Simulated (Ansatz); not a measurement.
# Run report: C2H5BrSi, single-point calculation

The run: single-point calculation of C2H5BrSi. Method and program: UKS r2SCAN0-d3bj/def2-SVPD (Ansatz 0.2.0).

Some settings of this run were made unusual or wrong on purpose. The geometry comes from this level: PBE0-D4/def2-TZVP.

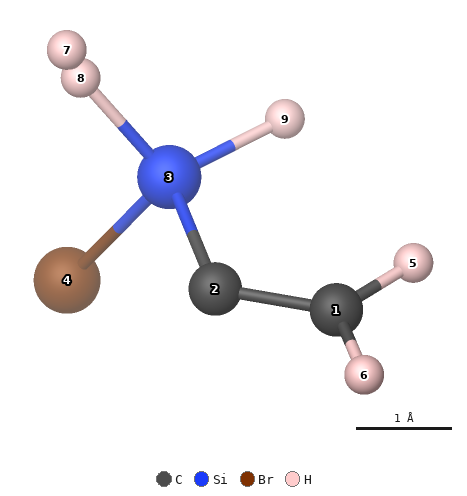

**Figure 1.** The input geometry (ball-and-stick view, seen at a tilt; atoms are numbered from 1 in the order of the input). Bond lengths as drawn: Br–Si 2.23 Å, C–C 1.33 Å, C–H 1.09 Å, C–Si 1.85 Å, H–H 0.43 Å and H–Si 1.48 Å.

The input:
```yaml
crystal:
  periodic: [false, false, false]
  atoms:
    - {symbol: C, position_ang: [-0.405817, 1.503790, -0.203175]}
    - {symbol: C, position_ang: [0.453632, 0.497430, -0.339723]}
    - {symbol: Si, position_ang: [0.141654, -1.157486, 0.421355]}
    - {symbol: Br, position_ang: [-0.025684, -2.710934, -1.167920]}
    - {symbol: H, position_ang: [-1.333417, 1.391871, 0.351446]}
    - {symbol: H, position_ang: [-0.224590, 2.482347, -0.638776]}
    - {symbol: H, position_ang: [1.554962, -1.536098, 1.601404]}
    - {symbol: H, position_ang: [1.254962, -1.586098, 1.301404]}
    - {symbol: H, position_ang: [-1.137373, -1.124465, 1.170146]}
basis:
  gaussian: {orbitals: def2-SVPD, point_charges: [{charge: 2.00, position_ang: [4.329, 0.567, -0.726]}]}
magnetization: {spin_polarized: true, initial_magnetization: 0}
hamiltonian: {xc: {name: r2SCAN0}, dispersion: d3bj}
```

Hardware: 4 threads of Intel Xeon @ 2.60GHz, 23 GiB of memory available, shared host.

Command:
```bash
ansatz run in.yaml --threads 4 --pin off --events-out ev --progress --plain --max-ram 10444MiB
```

What the program printed:
```
Warning: the engine holds no damping parameters fitted to this dispersion correction and functional, so the run takes those fitted to r2scan0 beside the three-body term, which d3bj leaves out (hamiltonian.dispersion, under Limitations)
Functional definition: r2SCAN0
  name "r2SCAN0"
  cite "Bursch, Neugebauer, Ehlert & Grimme, J. Chem. Phys. 156, 134105 (2022) doi:10.1063/5.0086040"
  cite "Furness, Kaplan, Ning, Perdew & Sun, J. Phys. Chem. Lett. 11, 8208 (2020) doi:10.1021/acs.jpclett.0c02405"
  cite "Furness, Kaplan, Ning, Perdew & Sun, J. Phys. Chem. Lett. 11, 9248 (2020) doi:10.1021/acs.jpclett.0c03077"
  parent r2scan
  parameter a = 0.25
  parameter k0 = 0.174
  parameter k1 = 0.065
  parameter a1 = 4.9479
  exchange = (1 - a)*r2scan_x(k0 = k0, k1 = k1, a1 = a1) + a*exact_x
  correlation = r2scan_c
1380 factors; their error is unknown
mean field evaluation 1: about -80047.0505 eV, gradient 3.7e1 eV
mean field evaluation 2: about -79988.8250 eV, gradient 8.2e1 eV
mean field evaluation 4: about -80055.3348 eV, gradient 8.4e0 eV
mean field evaluation 8: about -80055.7387 eV, gradient 1.4e-1 eV
mean field evaluation 16: about -80055.9433 eV, gradient 1.8e-4 eV
mean field evaluation 32: about -80054.6251 eV, gradient 6.5e0 eV
mean field -80055.94327963 eV, -2942.0016516591 hartree, gradient 9.0e-6 eV, S^2 0.000000; 2 other end points of the search recorded, 0 dependent functions left out
reference -80055.94331237 eV, -2942.0016528623 hartree; 33, 33 occupied and 112, 112 virtual orbitals, 1380 factors
Total energy: -80056.01527186 eV, -2942.0042973246 hartree
```

Outcome:

| quantity | value |
| --- | --- |
| outcome | converged |
| total energy | −80056.0153 eV |
| mean-field energy | −80055.9433 eV |
| dispersion energy | −0.0720 eV |
| SCF solution under orbital rotations | stable |
| wall time | 13 s (CPU time 46 s) |
| peak memory | 0.88 GiB |

What went wrong:

A setting was made wrong on purpose: two atoms are placed far too close. The program still converged, but the numbers can't be taken as results for the intended system. The program warns: the dispersion correction has no parameters fitted for this combination and takes those fitted for R2SCAN0 with other terms.
